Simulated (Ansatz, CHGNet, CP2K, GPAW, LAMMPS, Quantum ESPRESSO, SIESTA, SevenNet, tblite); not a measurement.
# SIESTA on free surface of ionic liquid triethylsulfonium formate with water at 340 K (81 atoms): settings against a plane-wave reference, part 2 of 2

How do the settings of SIESTA change the result for free surface of ionic liquid triethylsulfonium formate with water at 340 K (81 atoms)? A plane-wave run serves as the yardstick.

Program: SIESTA 5.4.2; the method stands at each step. Banners, paths, timers and routine set-up lines are dropped from the logs unmarked, and long logs keep their key lines alone; longer cuts are marked. The potentials were converted by us to PSML.

So far. Step 3 (PBE, SZ, shift 0.01 Ry, mesh 500 Ry): Against the first run (42 %), the force difference from the reference is 275 %, at 0.60 times the CPU time (on 1 against 2 cores) (22 SCF steps against 13), with 174 basis functions against 653: the smaller basis costs accuracy.

### Step 5. PBE, TZP, shift 0.01 Ry, mesh 500 Ry

Method: Kohn-Sham DFT, PBE, PseudoDojo 0.4.1 norm-conserving pseudopotentials (converted to PSML), numerical atomic orbitals (TZP), diagonalisation.

File input.fdf:

```
SystemLabel cell
NumberOfAtoms 81
NumberOfSpecies 4
%block ChemicalSpeciesLabel
  1 6 C
  2 16 S
  3 1 H
  4 8 O
%endblock ChemicalSpeciesLabel
LatticeConstant 1.0 Ang
%block LatticeVectors
  8.57364 0.00000 0.00000
  0.00000 8.57364 0.00000
  0.00000 0.00000 21.34624
%endblock LatticeVectors
PAO.BasisSize TZP
PAO.EnergyShift 0.01 Ry
XC.Functional GGA
XC.Authors PBE
MeshCutoff 500 Ry
%block kgrid_Monkhorst_Pack
  1 0 0 0.0
  0 1 0 0.0
  0 0 1 0.0
%endblock kgrid_Monkhorst_Pack
SolutionMethod diagon
OccupationFunction FD
ElectronicTemperature 580 K
SCF.Mixer.Method Pulay
SCF.Mixer.Weight 0.15
SCF.Mixer.History 8
SCF.Mix Hamiltonian
MaxSCFIterations 300
SCF.DM.Tolerance 1e-04
SCF.H.Tolerance 1.0e-3 eV
WriteForces T
Write.HirshfeldPop T
Write.VoronoiPop T
Write.DM F
Write.H F
XML.Write F
AtomicCoordinatesFormat Fractional
%block AtomicCoordinatesAndAtomicSpecies
[... 81 atom lines left out: the same atoms as in the first run ...]
%endblock AtomicCoordinatesAndAtomicSpecies
```

The run is started by

```
$ OMP_NUM_THREADS=1 mpirun -np 2 siesta < input.fdf > output.txt
```

Log:

```text
Version         : 5.4.2
reinit: System Name:
reinit: System Label: cell
initatom: Reading input for the pseudopotentials and atomic orbitals ----------
Species number:   1 Atomic number:    6 Label: C
Species number:   2 Atomic number:   16 Label: S
Species number:   3 Atomic number:    1 Label: H
Species number:   4 Atomic number:    8 Label: O
Ground state valence configuration (from tables):   2s02  2p02  3d00  4f00
Ground state valence configuration (from tables):   3s02  3p04  3d00  4f00
[... lines left out ...]
SCF Convergence by DM+H criterion
[... lines left out ...]
SCF cycle converged after 13 iterations
[... lines left out ...]
   Max    3.420441
[... lines left out ...]
   Max    3.420441    constrained
Stress tensor Voigt[x,y,z,yz,xz,xy] (kbar):      -12.06      -15.72       -5.62        4.09        1.55       -0.85
[... lines left out ...]
siesta: FreeEng =     -8276.281333
[... lines left out ...]
siesta:         Fermi =      -3.293620
[... lines left out ...]
siesta:          11.13397075         -4.96031150  kBar
    Orbital volume contribution        =          28.386263 eV
    (Free)E + p_basis*V_orbitals       =       -8247.895070 eV
    (Free)Eharris+ p_basis*V_orbitals  =       -8247.895070 eV
Hirshfeld Atomic Populations:
Atom #   charge [q] valence [e]  Species
     1    -0.071318    4.071318  C
     2    -0.003514    4.003514  C
     3     0.369474    5.630526  S
     4    -0.002282    4.002282  C
[...]
8     0.051603    0.948397  H
     9     0.028589    0.971411  H
    10     0.021160    0.978840  H
[...]
25     0.379172    5.620828  S
[...]
47     0.368696    5.631304  S
[...]
67    -0.242472    6.242472  O
[...]
69    -0.325841    6.325841  O
[...]
71    -0.323860    6.323860  O
[...]
--------------------
 Total     0.000001
Voronoi Atomic Populations:
Atom #   charge [q] valence [e]  Species
[...]
3     0.310212    5.689788  S
[...]
25     0.312477    5.687523  S
[...]
47     0.306289    5.693711  S
[...]
72     0.153979    3.846021  C
[...]
76     0.150786    3.849214  C
    77    -0.371065    6.371065  O
[...]
79    -0.292017    6.292017  O
    80     0.013565    0.986435  H
    81     0.017230    0.982770  H
--------------------
 Total     0.000002
```

The job ended after 86 s (2 MPI ranks of Arm Neoverse V2, shared host; peak memory 1.6 GiB).

Against the reference:

- r.m.s. force component: 0.9094 eV/Å
- r.m.s. difference of force components: 338.8 meV/Å
- longest difference of force vectors: 983.3 meV/Å
- force difference over r.m.s. force: 40.75 %
- slope of forces against the reference's: 1.015
- correlation of force components: 0.9281
- gap (highest filled to lowest empty level): 1.679 eV
- gap difference: -0.3084 eV

This run lies far from the reference in forces at the same functional.

Against the first run (42 %), the force difference from the reference is 41 %, at 1.2 times the CPU time, with 827 basis functions against 653.

### Step 6. The ladder

Differences are against the plane-wave reference, forces as r.m.s. over components; share is that over the reference's r.m.s. force, slope the least-squares factor from reference forces to these. Total energies of different programs have different zeros and aren't compared.

| run | Δ force, r.m.s. (meV/Å) | share (%) | slope | Δ gap (eV) | cores | CPU time | memory (GiB) |
| --- | --- | --- | --- | --- | --- | --- | --- |
| reference | - | - | - | - | 4 | 11 min | 3.8 |
| SIESTA PBE, DZP, shift 0.01 Ry, mesh 500 Ry | 351 | 42.2 | 1.015 | -0.320 | 2 | 2.4 min | 1.5 |
| SIESTA PBE, SZ, shift 0.01 Ry, mesh 500 Ry (coarse) | 2284 | 275 | 0.543 | - | 1 | 87 s | 0.76 |
| SIESTA PBE, SZP, shift 0.01 Ry, mesh 500 Ry (coarse) | 1157 | 139 | 0.839 | -0.895 | 1 | 1.9 min | 1.1 |
| SIESTA PBE, TZP, shift 0.01 Ry, mesh 500 Ry | 339 | 40.8 | 1.015 | -0.308 | 2 | 2.9 min | 1.6 |

Rows marked coarse were listed beforehand as settings not expected to be converged; some can still land near the reference.

CPU time is summed over cores on a shared host, where runs went side by side, so it is rough. Symmetry, cutoffs, thresholds, outputs and thread counts weren't matched or tuned between programs; memory under MPI is the largest rank's times the ranks.

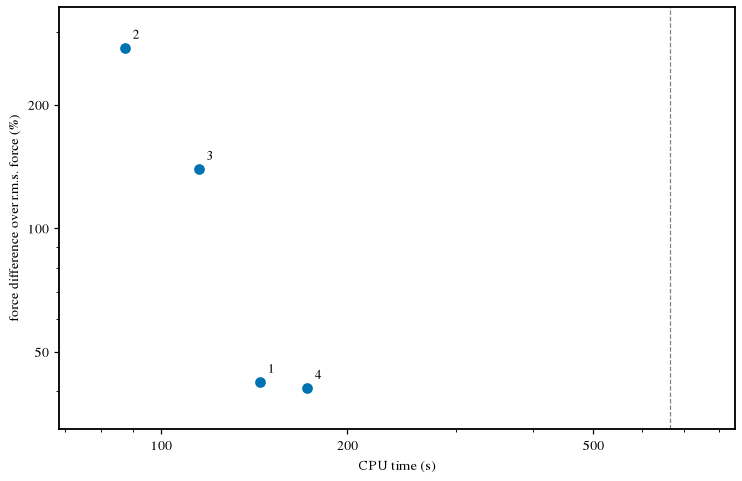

Force difference against CPU time; the dashed line marks the reference's time. Points: 1 SIESTA PBE, DZP, shift 0.01 Ry, mesh 500 Ry; 2 SIESTA PBE, SZ, shift 0.01 Ry, mesh 500 Ry; 3 SIESTA PBE, SZP, shift 0.01 Ry, mesh 500 Ry; 4 SIESTA PBE, TZP, shift 0.01 Ry, mesh 500 Ry.

### Step 7. Results

* nearest in forces: SIESTA PBE, TZP, shift 0.01 Ry, mesh 500 Ry, 41 %
* its CPU time: 2.9 min

**Reading.** The PBE runs in local orbitals, coarse settings apart, differ by 41 % (SIESTA PBE, TZP, shift 0.01 Ry, mesh 500 Ry) to 42 % (SIESTA PBE, DZP, shift 0.01 Ry, mesh 500 Ry); basis, grid and potentials can all enter, and differences of this size make the forces unusable. Runs with settings chosen to be coarse differ by 139 % (SIESTA PBE, SZP, shift 0.01 Ry, mesh 500 Ry) to 275 % (SIESTA PBE, SZ, shift 0.01 Ry, mesh 500 Ry), their programs' other errors included. Of the electronic-structure runs that take under half the reference's CPU time, SIESTA PBE, TZP, shift 0.01 Ry, mesh 500 Ry comes nearest, at 41 % in 2.9 min against 11 min. At the same functional, gaps differ from the reference's 1.99 eV by between -0.90 and -0.31 eV. With short bonds to hydrogen, sets of potentials differ among themselves by several per cent in forces even at converged cutoffs, so the reference isn't exact here either. The network of contacts between molecules at the start is that of the classical potential that made the cell, and needn't be the one that DFT or experiment would give. The reference's PBE has no dispersion term, which matters for the binding between molecules or layers. The electronic-structure runs sample only Γ, in a cell whose shortest periodic width is 9 Å.

[Also dropped from logs without a mark: logging warnings of Python, and SIESTA's first energy breakdown and zero terms.]

[Logs are printed without paths, hosts, clocks, repeated set-up lines and the standing remarks that a program may print on its own settings, such as how far it seeks lower states.]

[Hosts, paths, dates, database ids (printed as entryN), source tags and the programs' standing remarks are cut or masked in the printed files.]
